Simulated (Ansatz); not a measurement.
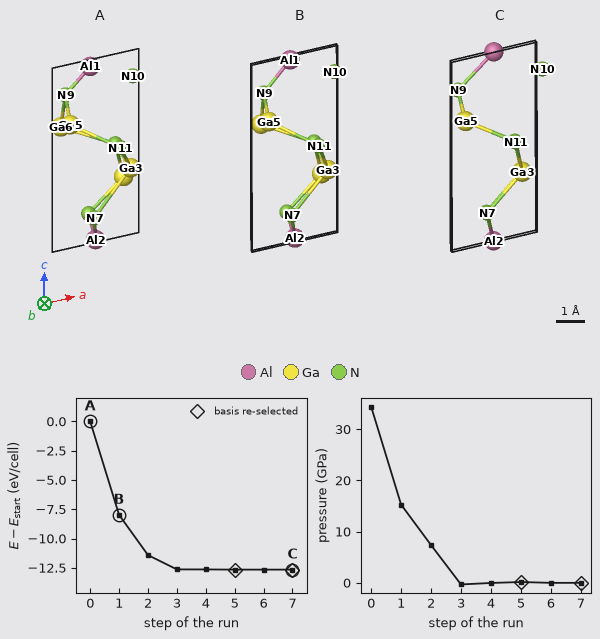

Frames of a relaxation of solid AlGa₂N₃ (a generated structure, set up in P1) (coarse preliminary run), marked on the history of the run. The picture is a ball-and-stick view of the cell of the calculation, reduced to other axes, seen along the b axis. Lengths and directions refer to the drawn axes.

Computed with DFT PBE, scalar-relativistic, plane waves, PAW (Ansatz 0.2.0). Settings: plane-wave cutoff 420 eV; k-point mesh 4 × 2 × 4; occupations gaussian; smearing width 0.1 eV; no spin polarisation; cell and atoms relaxed; force threshold 0.025 eV/Å; at most 60 steps.

Question: Describe the path.

Answer: The largest move relative to the cell is that of an N atom, 0.46 Å roughly along +a. By element the largest moves are N 0.46 Å, Ga 0.46 Å, Al 0.36 Å. The volume changes by +2.5 %, with a 3.237 → 3.190 Å (−1.5 %), b 6.302 → 6.379 Å (+1.2 %), c 6.855 → 7.083 Å (+3.3 %), α 77.9° → 77.0°, β 77.3° → 77.0°, γ 89.3° → 90.0°. Among the contacts that change: Al–N 1.377 → 1.911 Å, Al–N 2.316 → 1.911 Å, Al–N 1.539 → 1.911 Å, Al–N 2.279 → 1.911 Å. Bond angles that change, for instance: N–Ga–N 89.1° → 110.1°, N–Al–N 87.3° → 107.7°, Al–N–Ga 89.7° → 108.9°. The space group (tolerance 0.01 Å) goes from P1 (No. 1) to I-4m2 (No. 119). After 5 accepted moves (7 points after the start) the energy has fallen by 12.649 eV per cell of the calculation. Largest force component: 23 eV/Å at the start, 0.0032 eV/Å at the end. Pressure: 34.43 GPa at the start and 0.01 GPa at the end. At 2 points the geometry stayed and the basis and grid were re-selected for the new cell (energy shift of 15.2 meV per cell of the calculation at most each time). From step 0 to 1: a Ga atom moves most (0.19 Å), volume +0.6 %, energy −7.977 eV per cell of the calculation. From step 1 to 7: an N atom moves most (0.33 Å), volume +1.8 %, energy −4.672 eV per cell of the calculation.

| step | E − E(0), meV/atom | largest force component, eV/Å | pressure, GPa | volume, Å³/atom | note |
| --- | --- | --- | --- | --- | --- |
| 0 | 0.00 | 22.9561 | 34.43 | 11.109 |  |
| 1 | -664.74 | 9.9780 | 15.30 | 11.177 |  |
| 2 | -950.70 | 4.6419 | 7.39 | 11.136 |  |
| 3 | -1052.53 | 0.1578 | -0.31 | 11.391 |  |
| 4 | -1052.79 | 0.0158 | -0.02 | 11.373 |  |
| 5 | -1054.06 | 0.0147 | 0.17 | 11.373 | same geometry, new basis |
| 6 | -1054.05 | 0.0031 | 0.00 | 11.384 |  |
| 7 | -1054.08 | 0.0032 | 0.01 | 11.384 | same geometry, new basis |
